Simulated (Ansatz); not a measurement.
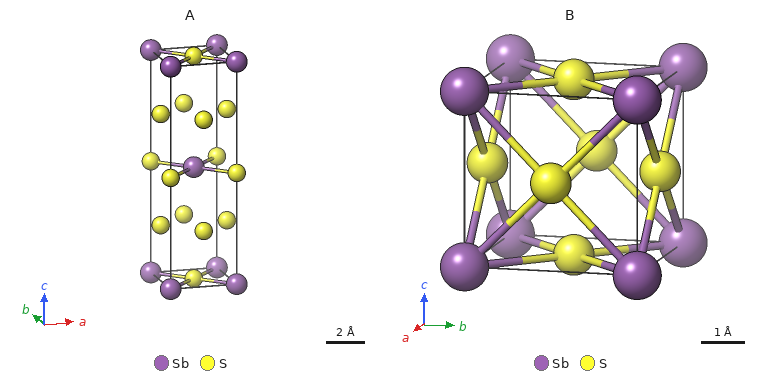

Two structures of SbS₃, each relaxed to rest (conventional cells in solid outline, small ones repeated, not to one scale). Method: DFT PBE, scalar-relativistic, plane waves, PAW in Ansatz, without spin polarisation.

What are the two structures?

Answer. A: 8 atoms a cell on a body-centred tetragonal lattice, I4/mmm. B: Cu₃Au (L1₂) type, Pm-3m.

Which structure is more stable?

Answer. A is lower, by 323 meV/atom at this level of theory (energies at zero smearing). Volumes: A 21.0, B 18.9 Å³/atom.

One or both may be structure types tried for this composition rather than known phases.
